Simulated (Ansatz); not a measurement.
# NaGeCl3 (built on the sites of a database entry of CsGeBr3): following an unstable mode

Aim: this structure of NaGeCl3 (built on the sites of a database entry of CsGeBr3) is to be tested for unstable modes, and one is followed downhill.

Calculated with Ansatz 0.2.0; DFT PBEsol, scalar-relativistic, plane waves, PAW.

The structure was built from a prototype and need not be the compound's stable phase.

### Step 1. The starting structure

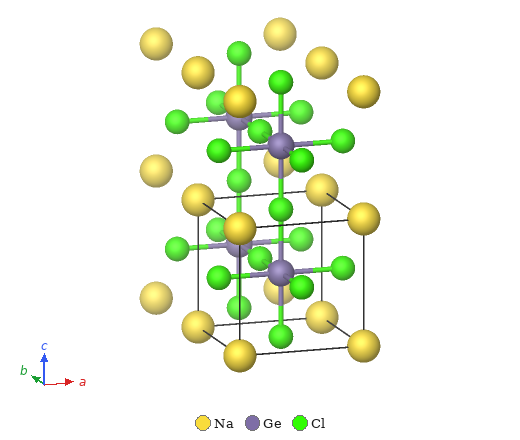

The starting structure, seen slightly off an axis (sodium yellow, germanium purple, chlorine green). 1×2×2 cells are drawn. Some periodic images of atoms are drawn too.

Structure file:

```cif
data_structure
_symmetry_space_group_name_H-M 'Pm-3m'
_symmetry_Int_Tables_number 221
_cell_length_a 5.1318
_cell_length_b 5.1318
_cell_length_c 5.1318
_cell_angle_alpha 90.000
_cell_angle_beta 90.000
_cell_angle_gamma 90.000
_cell_volume 135.15
loop_
_atom_site_label
_atom_site_type_symbol
_atom_site_symmetry_multiplicity
_atom_site_Wyckoff_symbol
_atom_site_fract_x
_atom_site_fract_y
_atom_site_fract_z
_atom_site_occupancy
Na1 Na 1 a 0.00000 0.00000 0.00000 1
Ge1 Ge 1 b 0.50000 0.50000 0.50000 1
Cl1 Cl 3 c 0.50000 0.50000 0.00000 1
```

### Step 2. The dispersion

The cell comes from relaxations at this level that are not shown. Stability and thermal properties need the whole zone. Linear response on a 2×2×2 q mesh gives force constants as far as a supercell of that size would, and the tensors from the zone-centre run are typed in so that the long-range dipole term is interpolated apart.

File input.yaml:

```yaml
crystal:
  lattice:
    - [5.1317724219, 0.0, 0.0]
    - [0.0, 5.1317724219, 0.0]
    - [0.0, 0.0, 5.1317724219]
  atoms:
    - { symbol: Na, position: [0.0, 0.0, 0.0] }
    - { symbol: Ge, position: [0.5, 0.5, 0.5] }
    - { symbol: Cl, position: [0.5, 0.5, 0.0] }
    - { symbol: Cl, position: [0.5, 0.0, 0.5] }
    - { symbol: Cl, position: [0.0, 0.5, 0.5] }
kpoints:
  mp_grid: { grid: [6, 6, 6] }
hamiltonian:
  xc: pbesol
scf:
  occupations: { method: fixed }
output:
  eigenvalues: true
phonons:
  method: dfpt
  qmesh: [2, 2, 2]
  temperatures: { t_max: 1000, t_step: 50 }
  qpath:
    path:
      - [[0.0, 0.0, 0.0], [0.0, 0.5, 0.0], [0.5, 0.5, 0.0], [0.0, 0.0, 0.0], [0.5, 0.5, 0.5], [0.0, 0.5, 0.0]]
      - [[0.5, 0.5, 0.5], [0.5, 0.5, 0.0]]
    npoints: 10
  non_analytic_term:
    high_frequency_dielectric_tensor: [[7.4418, 0.0, 0.0], [0.0, 7.4418, 0.0], [0.0, 0.0, 7.4418]]
    born_effective_charges:
      - { species: Na, tensor: [[1.3111, 0.0, 0.0], [0.0, 1.3111, 0.0], [0.0, 0.0, 1.3111]] }
      - { species: Ge, tensor: [[5.0442, 0.0, 0.0], [0.0, 5.0442, 0.0], [0.0, 0.0, 5.0442]] }
      - { species: Cl, tensor: [[-0.548, 0.0, 0.0], [0.0, -0.548, 0.0], [0.0, 0.0, -5.2593]] }
      - { species: Cl, tensor: [[-0.548, 0.0, 0.0], [0.0, -5.2593, 0.0], [0.0, 0.0, -0.548]] }
      - { species: Cl, tensor: [[-5.2593, 0.0, 0.0], [0.0, -0.548, 0.0], [0.0, 0.0, -0.548]] }
    source: "zone-centre run at this cell"
```

Launch:

```bash
$ ansatz run input.yaml --threads 8 --pin off --max-ram 14336MiB --backend cpu --events-out ev --progress --plain --runs-dir out
```

Numbers of over 12 decimals in the logs are rounded to 6 here.

The log of the run:

```text
Engine: ansatz 0.2.0, aarch64-unknown-linux-gnu
Pseudopotentials: kind: paw
Pseudopotential: Na, paw, valence charge 9, recommended cutoff 420 eV (normal), Na.paw.azcp
Pseudopotential: Ge, paw, valence charge 14, recommended cutoff 420 eV (normal), Ge.paw.azcp
Pseudopotential: Cl, paw, valence charge 7, recommended cutoff 420 eV (normal), Cl.paw.azcp
Functional definition: PBEsol
  exchange = pbesol_x
  correlation = pbesol_c
Crystal: 5 atoms, lattice volume = 135.146 Å³
Basis set: ecut = 420 eV, 2601 PW (Γ), exchange–correlation on 72×72×72 points (8 copies of the dense FFT grid, shifted against one another)
Bands: 27, of which v1, the nominal top of the filled ones, is band 22 counted from 1 (21 counted from 0)
Symmetry: 48 space group operations
k-points: 20 of 216
Non-local potential: Na, projectors of the file, l = 0: 3, l = 1: 2, l = 2: 1
Non-local potential: Ge, projectors of the file, l = 0: 2, l = 1: 2, l = 2: 3, l = 3: 1
Non-local potential: Cl, projectors of the file, l = 0: 2, l = 1: 2, l = 2: 2
PAW form: soft (Blöchl's): semilocal exchange-correlation on the pseudo side does not see the compensation charge
PAW frozen core: Na, regenerated for the run's functional, and the local potential with it (the file was generated under x = pbe(κ = 0.804, μ = 0.219515), c = pbe(β = 0.066725))
PAW frozen core: Ge, regenerated for the run's functional, and the local potential with it (the file was generated under x = pbe(κ = 0.804, μ = 0.219515), c = pbe(β = 0.066725))
PAW frozen core: Cl, regenerated for the run's functional, and the local potential with it (the file was generated under x = pbe(κ = 0.804, μ = 0.219515), c = pbe(β = 0.066725))
PAW one-centre angular grid: Na, 110 points (default); XC on 64 Gauss nodes
PAW one-centre angular grid: Ge, 590 points (default); XC on 64 Gauss nodes
PAW one-centre angular grid: Cl, 110 points (default); XC on 64 Gauss nodes
Initial density: superposition of atomic densities (neutral atoms: chi_scale 0, normalization atom), corrected by the library's trained network
Initial wavefunctions: pseudopotential atomic-orbital guess
Functional: x = pbesol(κ = 0.804, μ = 0.123457), c = pbesol(β = 0.046)
SCF iter   1: F=—  HF=-8917.146432 eV  |F-HF|=—  |Δ(HF+E_count)|=         —  Δρ=2.62e-3  dr2=1.07e-2  ethr=1.77e-3  ⟨swp⟩=4.7  Hψ=2017  notcnv=0  defer=43
preconditioner: auto → Resta (q_TF=auto, 2.263 Å⁻¹)  ε∞=3.4  [insulator: Δε(μ)=0.340 eV  Ē_g=10.564 eV  n_scr=26 (ndim 8)  ℏωp=16.3 eV  f_vac=0.182  ε∞_Penn≈3.4]
SCF iter   2: F=—  HF=-8917.140601 eV  |F-HF|=—  |Δ(HF+E_count)|=   5.83e-3  Δρ=1.29e-3  dr2=2.56e-3  ethr=2.44e-5  ⟨swp⟩=2.1  Hψ=1006  notcnv=0  defer=58
SCF iter   3: F=—  HF=-8917.139951 eV  |F-HF|=—  |Δ(HF+E_count)|=   6.49e-4  Δρ=2.37e-4  dr2=1.32e-4  ethr=5.81e-6  ⟨swp⟩=3.0  Hψ=999  notcnv=0  defer=57
SCF iter   4: F=—  HF=-8917.139937 eV  |F-HF|=—  |Δ(HF+E_count)|=   1.43e-5  Δρ=1.07e-4  dr2=2.07e-5  ethr=2.99e-7  ⟨swp⟩=2.0  Hψ=973  notcnv=0  defer=48
SCF iter   5: F=—  HF=-8917.139934 eV  |F-HF|=—  |Δ(HF+E_count)|=   2.64e-6  Δρ=4.87e-5  dr2=3.76e-6  ethr=4.71e-8  ⟨swp⟩=2.0  Hψ=960  notcnv=0  defer=21
SCF iter   6: F=—  HF=-8917.139934 eV  |F-HF|=—  |Δ(HF+E_count)|=   6.58e-7  Δρ=1.67e-5  dr2=6.15e-7  ethr=8.55e-9  ⟨swp⟩=2.0  Hψ=926  notcnv=0  defer=20
SCF iter   7: F=—  HF=-8917.139934 eV  |F-HF|=—  |Δ(HF+E_count)|=   2.73e-8  Δρ=6.11e-6  dr2=4.64e-8  ethr=1.40e-9  ⟨swp⟩=2.0  Hψ=940  notcnv=0  defer=20
SCF iter   8: F=—  HF=-8917.139934 eV  |F-HF|=—  |Δ(HF+E_count)|=   1.32e-8  Δρ=3.17e-6  dr2=7.87e-9  ethr=1.06e-10  ⟨swp⟩=2.0  Hψ=948  notcnv=0  defer=20
SCF iter   9: F=—  HF=-8917.139934 eV  |F-HF|=—  |Δ(HF+E_count)|=   2.40e-9  Δρ=3.53e-7  dr2=1.39e-10  ethr=1.79e-11  ⟨swp⟩=2.0  Hψ=878  notcnv=0  defer=20
SCF iter  10: F=-8917.139934 eV  HF=-8917.139934 eV  |F-HF|=3.64e-12  |Δ(HF+E_count)|=  2.80e-10  Δρ=5.69e-8  dr2=4.75e-12  ethr=1.00e-12  ⟨swp⟩=10.1  Hψ=3289  notcnv=0
SCF 1 converged in 10 iterations: F = -8917.139934 eV  dr2 = 4.75e-12
  greatest PAW one-centre occupation: 0.999 electrons in one spin orbital (limit 2), on the Na atom at site 0 (counted from 0), in its partial waves of l = 0
NSCF: frozen V_eff on 20 k-points
NSCF: frozen V_eff on 64 k-points
DFPT response loops at q = (0, 0, 0) (fractional): preconditioner auto → none (the input reference at scf.mixing.eps_inf says where Resta's filter doesn't serve); β = 0.50; Broyden in place of MSR1
NSCF: frozen V_eff on 128 k-points
DFPT response loops at q = (0, 0, -0.5) (fractional): mixed as the last ones told, above
NSCF: frozen V_eff on 128 k-points
DFPT response loops at q = (0, -0.5, -0.5) (fractional): mixed as the last ones told, above
NSCF: frozen V_eff on 128 k-points
DFPT response loops at q = (-0.5, -0.5, -0.5) (fractional): mixed as the last ones told, above
SCF converged after 10 iterations
Free energy (F): -8917.139934 eV
Harris-Foulkes:  -8917.139934 eV  (|F-HF|=3.64e-12)
Internal energy: -8917.139934 eV  (E = F + TS)
E sigma→0 (E₀):  -8917.139934 eV
Fermi energy:    4.558394 eV
--- Per-component energies (eV) ---
  E_band       = -513.575533
  E_kinetic    = 711.673745
  E_local      = -5097.437225  (includes V_loc(G=0)·N_el)
  E_nonlocal   = 616.422522
  E_hartree    = 2031.809197
  E_xc         = -430.654039
  E_vxc        = -477.304268  (∫ρ·V_xc dr)
  E_paw        = -4150.472660  (= ΣΔE_a)
  E_vpaw       = -330.549203  (= ΣTr[D̂ρ^β])
  E_aug_tail   = 0.000532  (compensation charges beyond the density's cutoff)
  E_ewald      = -2599.689931
  E_core_change = 1.207926  (= ΣΔE_core)
  E_smearing   = -0.000000  (= −TS)
  E_closure    = 0.000000  (closes the sum)
  Σ components = -8917.139934   (vs F -8917.139934, Δ=0.00e0)
--- Band table (eV; the first three rows and the last of 20) ---
  k-point 0: bands = [... 18 lower, 0.7072, 0.7881, 0.7881, 0.7881, 5.4204, 9.4726, 9.4726, 9.4818, ... 1 higher]
  k-point 1: bands = [... 18 lower, 0.6640, 0.7651, 0.7651, 0.8284, 5.7173, 9.0287, 9.2767, 9.4144, ... 1 higher]
  k-point 2: bands = [... 18 lower, 0.5804, 0.7638, 0.7638, 1.3674, 6.4483, 7.1180, 8.5864, 9.4073, ... 1 higher]
  k-point 19: bands = [... 18 lower, 1.3598, 1.3598, 1.3598, 4.5584, 4.9194, 4.9194, 4.9194, 6.3895, ... 1 higher]
--- Phonons (Γ-DFPT): 4 representative perturbations + reference (Σ response iterations 12) ---
  ASR residual: 3.311e-5 → 0.000e0 eV/Å²; symmetrization residual: 2.271e-6 eV/Å²
  ASR residual per site (eV/Å²): 1.76e-5 5.79e-6 3.31e-5 3.31e-5 3.31e-5
  Γ frequencies (cm⁻¹): -90.60 -90.60 -90.60 -45.97 -45.97 -45.97 0.00 0.00 0.00 26.85 26.85 26.85 91.47 91.47 91.47
--- Phonons (arbitrary-q DFPT): 4 irreducible q on the 2×2×2 mesh ---
  q = [0.0000, 0.0000, 0.0000] (star 1, of the zone-centre solve; hermiticity 8.53e-6, symmetrization 1.01e-10): -90.60 -90.60 -90.60 -45.97 -45.97 -45.97 -0.00 -0.00 0.00 26.85 26.85 26.85 91.47 91.47 91.47
  q = [0.0000, 0.0000, -0.5000] (star 3, 9 solved perturbations in 504 linear systems a pass and spin channel, the states on 64 of 216 k-point pairs; hermiticity 5.55e-7, symmetrization 4.55e-9): -82.61 -82.61 -28.99 -28.99 15.52 15.52 52.21 64.32 65.66 67.71 67.71 82.93 82.93 183.46 257.21
  q = [0.0000, -0.5000, -0.5000] (star 3, 9 solved perturbations in 504 linear systems a pass and spin channel, the states on 64 of 216 k-point pairs; hermiticity 1.11e-6, symmetrization 1.53e-8): -80.23 -80.23 -75.06 -71.16 29.20 54.98 54.98 71.59 72.02 72.02 116.05 184.86 184.86 230.18 262.85
  q = [-0.5000, -0.5000, -0.5000] (star 1, 4 solved perturbations in 184 linear systems a pass and spin channel, the states on 64 of 216 k-point pairs; hermiticity 8.04e-7, symmetrization 1.81e-9): -84.12 -84.12 -84.12 -75.14 -75.14 -75.14 121.93 121.93 121.93 176.30 176.30 176.30 229.58 229.58 269.77
  sum rule: each row above includes the acoustic sum rule's correction from the zone centre's row sums; it moved no ω² by more than (0.50 cm⁻¹)²
  mesh force constants: q→R imaginary residual 8.27e-18; ASR residual 3.311e-5 → 0.000e0 eV/Å²; symmetrization residual 5.329e-15 eV/Å²
  interpolated dispersion: 63 rows × 15 modes
  density of states and harmonic sums: on the 12×12×12 q-mesh, interpolated from the force constants of a 2×2×2 supercell (with the dipole–dipole term of supplied tensors)
  largest difference from the sums on the solved wave vectors: F 9.57e-2 eV, S 9.60e-5 and C_V 4.79e-5 eV/K
  zero-point energy: 0.073201 eV/cell   skipped modes (ω ≤ 0): 414, of them read as no rigid motion or as one in doubt: 411 (4.844e0 modes/cell left out, lowest -90.60 cm⁻¹)   left out of the sums: 3.23e-1 of the cell's modes: C_V's classical limit lies that fraction below 3 k_B per atom; for a crystal, a wire or a layer, F and S can be off by more, and a phonons.interpolated_qmesh denser along its periods is the remedy for the sampling
```

The job ended after 2 min (8 threads of Arm Neoverse N1, shared host; peak memory 1.1 GiB).

The column dr2 measures how far the density is from self-consistency, as an energy; F and HF (Harris–Foulkes) agree once it is small.

Numbers from this step:

```
gap on the k-mesh                                       : 0.3610 eV
volume per atom                                         : 27.03 Å³
sum-rule residual before enforcement                    : 3.31e-5 eV/Å²
lowest frequency on the path                            : -90.60 cm⁻¹
point group                                             : m-3m
highest frequency on the path or at a solved wavevector : 269.8 cm⁻¹
highest optical mode at the zone centre (no LO-TO term) : 91.47 cm⁻¹
lowest optical zone-centre mode                         : -90.6 cm⁻¹
lowest mode on the q mesh (acoustic modes at Γ apart)   : -90.6 cm⁻¹
```

Frequencies (cm⁻¹) solved at each irreducible wavevector; negative means imaginary. Frequencies by wavevector, by row:

| q in reciprocal lattice units | star | mode 1 | mode 2 | mode 3 | mode 4 | mode 13 | mode 14 | mode 15 |
| --- | --- | --- | --- | --- | --- | --- | --- | --- |
| 0 0 0 | 1 | -90.6 | -90.6 | -90.6 | -46 | 91.5 | 91.5 | 91.5 |
| 0 0 -0.5 | 3 | -82.6 | -82.6 | -29 | -29 | 82.9 | 183.5 | 257.2 |
| 0 -0.5 -0.5 | 3 | -80.2 | -80.2 | -75.1 | -71.2 | 184.9 | 230.2 | 262.9 |
| -0.5 -0.5 -0.5 | 1 | -84.1 | -84.1 | -84.1 | -75.1 | 229.6 | 229.6 | 269.8 |

Interpolated from a 2×2×2 q mesh, with the LO-TO term (at Γ the limit along the path; where Γ stands inside the path, tables give the limit on arrival). Phonon branches along the path, in cm⁻¹:

| point | branch 1 | branch 2 | branch 3 | branch 4 | branch 12 | branch 13 | branch 14 | branch 15 |
| --- | --- | --- | --- | --- | --- | --- | --- | --- |
| Γ | -91 | -91 | -88 | -46 | 91 | 92 | 92 | 239 |
| X | -83 | -83 | -29 | -29 | 83 | 83 | 184 | 257 |
| M | -80 | -80 | -75 | -71 | 185 | 185 | 230 | 263 |
| Γ | -91 | -91 | -88 | -46 | 91 | 92 | 92 | 239 |
| R | -84 | -84 | -84 | -75 | 176 | 230 | 230 | 270 |
| X | -83 | -83 | -29 | -29 | 83 | 83 | 184 | 257 |
| jump to R | -84 | -84 | -84 | -75 | 176 | 230 | 230 | 270 |
| M | -80 | -80 | -75 | -71 | 185 | 185 | 230 | 263 |

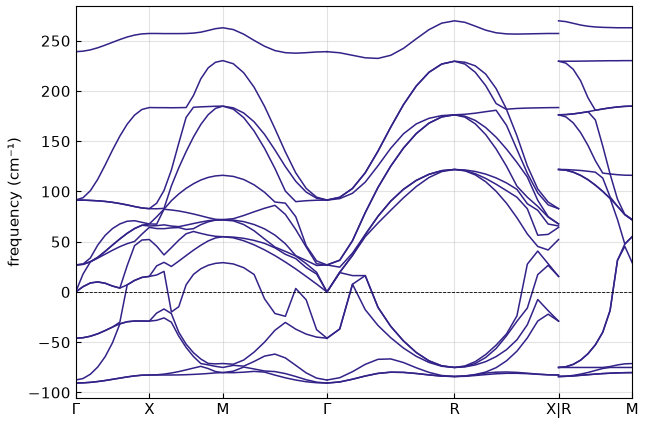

Phonon branches along the path.

Symmetry leaves 4 wavevectors to solve. The lowest mode among them, the acoustic zeros apart, lies at Γ and is imaginary, 90.6i cm⁻¹, so the energy falls along it.

### Step 3. The mode frozen in, largest atomic shift 0 Å

The mode followed lies at q = (-0.5, -0.5, -0.5) with frequency 84.1i cm⁻¹ and is 3-fold degenerate, one of the unstable modes though not the softest. At small amplitude the distorted cell has space group no. 139 by a symmetry search on the positions. The undistorted cell that holds it gives the zero of energy on the same k mesh.

System of this step: NaGeCl3 (built on the sites of a database entry of CsGeBr3). The structure is cubic, space group Pm-3m (No. 221). The conventional cell has a = 5.132 Å, b = 5.132 Å, c = 5.132 Å, α = 90.00°, β = 90.00°, γ = 90.00°. Nearest to Na lie 12 Cl at 3.63 Å. Ge has 6 Cl at 2.57 Å nearest. Cl has 2 Ge at 2.57 Å nearest. Farther neighbours and most contacts between anions are not listed.

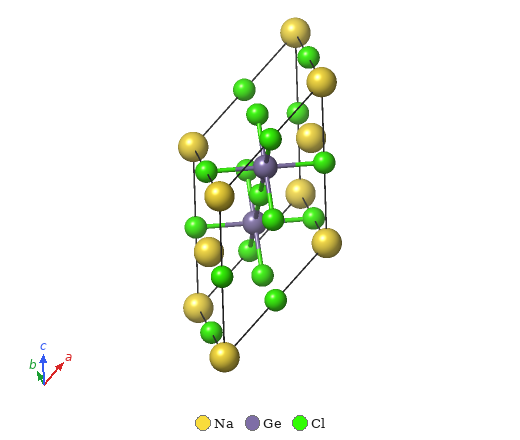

The cell of this step (sodium yellow, germanium purple, chlorine green). Some periodic images of atoms are drawn too.

File input.yaml:

```yaml
crystal:
  lattice:
    - [5.1317724219, 5.1317724219, 0.0]
    - [5.1317724219, 0.0, 5.1317724219]
    - [5.1317724219, 0.0, -5.1317724219]
  atoms:
    - { symbol: Na, position: [0.0, 0.0, 0.0] }
    - { symbol: Na, position: [0.0, 0.5, 0.5] }
    - { symbol: Ge, position: [0.5, 0.25, 0.75] }
    - { symbol: Ge, position: [0.5, 0.75, 0.25] }
    - { symbol: Cl, position: [0.5, 0.0, 0.0] }
    - { symbol: Cl, position: [0.5, 0.5, 0.5] }
    - { symbol: Cl, position: [0.0, 0.5, 0.0] }
    - { symbol: Cl, position: [0.0, 0.0, 0.5] }
    - { symbol: Cl, position: [0.5, 0.0, 0.5] }
    - { symbol: Cl, position: [0.5, 0.5, 0.0] }
kpoints:
  mp_grid: { grid: [6, 6, 6] }
hamiltonian:
  xc: pbesol
scf:
  occupations: { method: gaussian, width: 0.02 }
output:
  forces: true
  stress: true
  eigenvalues: true
```

The log of the run:

```text
[...]
Crystal: 10 atoms, lattice volume = 270.291 Å³
Basis set: ecut = 420 eV, 5209 PW (Γ), exchange–correlation on 100×100×100 points (8 copies of the dense FFT grid, shifted against one another)
Bands: 54, of which v1, the nominal top of the filled ones, is band 44 counted from 1 (43 counted from 0)
Symmetry: 96 space group operations
[...]
k-points: 16 of 216
[...]
k-point 0: bands = [... 40 lower, 1.3570, 1.3570, 1.3570, 4.5583, 4.9218, 4.9218, 4.9218, 5.4195, ... 4 higher]
  k-point 1: bands = [... 40 lower, 1.2651, 1.2651, 1.3080, 3.6083, 5.3074, 5.3074, 5.6435, 5.8494, ... 4 higher]
  k-point 2: bands = [... 40 lower, 1.1134, 1.1134, 1.1786, 2.5148, 6.2119, 6.2325, 6.2325, 6.8541, ... 4 higher]
  k-point 15: bands = [... 40 lower, 0.8557, 1.2057, 2.1835, 2.7063, 5.6556, 5.8917, 6.6962, 7.2862, ... 4 higher]
[key lines of the parts left out:]
SCF converged after 8 iterations
Free energy (F): -17834.300586 eV
Fermi energy:    4.739455 eV
P = ⅓ Tr σ = -0.0731 GPa (-0.731 kbar)
```

Run time: 4 s. Hardware: 8 threads; peak memory 1 GiB.

This step gave:

| Quantity | Value |
| --- | --- |
| pressure | -0.07314 GPa |
| gap on the k-mesh | 0.3635 eV |
| energy from the undistorted cell | 0 meV/atom |

At this level the gap is 0.36 eV on the k-mesh of the self-consistent run, which can miss the band edges.

### Step 4. The mode frozen in, largest atomic shift 0.6 Å

The atoms are moved along the unstable eigenvector, the largest shift by 0.6 Å, with the cell fixed.

File input.yaml:

```yaml
crystal:
  lattice:
    - [5.1317724219, 5.1317724219, 0.0]
    - [5.1317724219, 0.0, 5.1317724219]
    - [5.1317724219, 0.0, -5.1317724219]
  atoms:
    - { symbol: Na, position: [-0.1169186688, 0.0584593344, 0.0584593344] }
    - { symbol: Na, position: [0.1169186688, 0.4415406656, 0.4415406656] }
    - { symbol: Ge, position: [0.5, 0.25, 0.75] }
    - { symbol: Ge, position: [0.5, 0.75, 0.25] }
    - { symbol: Cl, position: [0.5, 0.0113331619, 0.0113331619] }
    - { symbol: Cl, position: [0.5, 0.4886668381, 0.4886668381] }
    - { symbol: Cl, position: [0.0, 0.5, 0.0] }
    - { symbol: Cl, position: [0.0, 0.0, 0.5] }
    - { symbol: Cl, position: [0.5, 0.0113331619, 0.4886668381] }
    - { symbol: Cl, position: [0.5, 0.4886668381, 0.0113331619] }
kpoints:
  mp_grid: { grid: [6, 6, 6] }
hamiltonian:
  xc: pbesol
scf:
  occupations: { method: gaussian, width: 0.02 }
output:
  forces: true
  stress: true
  eigenvalues: true
```

The log of the run:

```text
[...]
Crystal: 10 atoms, lattice volume = 270.291 Å³
Basis set: ecut = 420 eV, 5209 PW (Γ), exchange–correlation on 100×100×100 points (8 copies of the dense FFT grid, shifted against one another)
Bands: 54, of which v1, the nominal top of the filled ones, is band 44 counted from 1 (43 counted from 0)
Symmetry: 16 space group operations
[...]
k-points: 30 of 216
[...]
k-point 0: bands = [... 40 lower, 1.2035, 1.3026, 1.3026, 4.3788, 4.8535, 4.8535, 4.8643, 5.6181, ... 4 higher]
  k-point 1: bands = [... 40 lower, 1.1245, 1.2128, 1.2445, 3.5004, 5.2352, 5.2384, 5.7175, 5.8388, ... 4 higher]
  k-point 2: bands = [... 40 lower, 0.9875, 1.0642, 1.1174, 2.4483, 6.1401, 6.1499, 6.3949, 6.7151, ... 4 higher]
  k-point 29: bands = [... 40 lower, 0.5970, 1.1954, 2.0244, 3.1236, 5.4544, 5.4544, 5.9425, 7.3809, ... 4 higher]
[key lines of the parts left out:]
SCF converged after 8 iterations
Free energy (F): -17834.483978 eV
Fermi energy:    4.615829 eV
P = ⅓ Tr σ = 0.2987 GPa (2.987 kbar)
```

Run time: 6.9 s. Hardware: 8 threads; peak memory 1.1 GiB.

This step gave:

| Quantity | Value |
| --- | --- |
| pressure | 0.2987 GPa |
| gap on the k-mesh | 0.4747 eV |
| energy from the undistorted cell | -18.34 meV/atom |

The energy, extrapolated to zero smearing, is -18.34 meV/atom against the undistorted cell.

The run ends at a pressure of 0.30 GPa, with forces up to 0.19 eV/Å.

[end of part 1 of 2]

[Logs are printed without paths, hosts, clocks, repeated set-up lines and the standing remarks that a program may print on its own settings, such as how far it seeks lower states.]

[Hosts, paths, dates, database ids (printed as entryN), source tags and the programs' standing remarks are cut or masked in the printed files.]
